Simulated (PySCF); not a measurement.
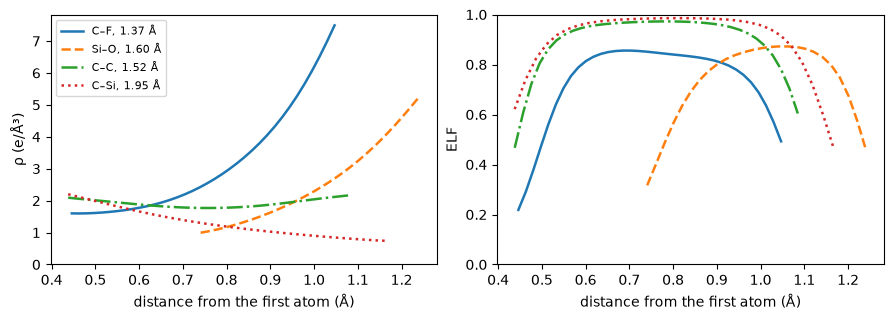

*C2H7F3OSi2. Total electron density and ELF along straight lines between neighbouring atoms. The curves leave out the atomic cores.*

Geometry: GFN2-xTB.

These are results of PBE0/def2-SVPD, SCF density, gas phase (PySCF 2.14.0), not measurements.

```xyz
15

F    -2.8008    0.9558    0.4964
C    -2.5138   -0.3337    0.1227
C    -1.0087   -0.4989   -0.0408
F    -0.7332   -0.8566   -1.3378
F    -0.5998   -1.5871    0.6903
Si    0.0253    1.0761    0.4452
O     1.5660    0.6798    0.2611
Si    2.8869   -0.1914   -0.1711
H    -2.8917   -0.9910    0.9104
H    -3.0370   -0.5235   -0.8185
H    -0.3222    2.1082   -0.5183
H    -0.2164    1.3240    1.8572
H     2.5234   -1.6032   -0.1857
H     3.2640    0.3096   -1.4902
H     3.8538    0.1398    0.8722
```

**What can be read from the curves?**

C–F (1.37 Å): the density is about 2.1 e/Å³ at the midpoint, with its minimum of 1.6 e/Å³ about 0.5 Å from C; the ELF peaks at about 0.85 between the atoms: a polar covalent bond.
Si–O (1.60 Å): the density is about 1.2 e/Å³ at the midpoint; the ELF peaks at about 0.85 between the atoms, as expected for a short, strongly polar bond.
C–C (1.52 Å): the density is about 1.8 e/Å³ at the midpoint; the ELF peaks at about 1 between the atoms; a shared electron pair.
C–Si (1.95 Å): the density is about 0.93 e/Å³ at the midpoint; the ELF peaks at about 1 between the atoms: a shared electron pair.
